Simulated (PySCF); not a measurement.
C2H3F3Ge, SMILES C=[CH][Ge]([F])([F])[F], singlet, CAM-B3LYP/def2-SVP optimised geometry. Atoms within 1.6 Å of the plane z = 0.0 Å (x, y, z in Å): C2 (-1.26, -1.84, -1.48), Ge3 (-0.62, -0.82, 0.00), F4 (-1.10, 0.82, 0.00), F5 (-1.10, -1.41, 1.54), F6 (1.10, -0.82, 0.00).

Method: CAM-B3LYP/def2-TZVP run with PySCF 2.14.0. Cells within 0.4 Å of a nucleus heavier than hydrogen are left out (blank, or x).

Map of the HOMO amplitude (bohr^(-3/2)) on the plane z = 0.0 Å; orbital energy -10.64 eV, overall sign arbitrary:

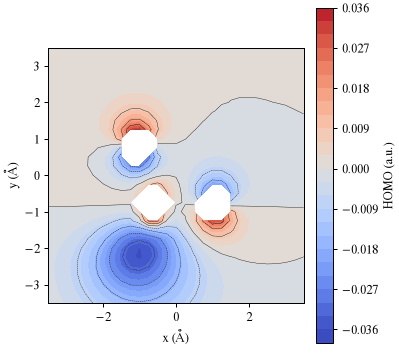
HOMO amplitude (bohr^(-3/2)) on the plane z = 0.0 Å.
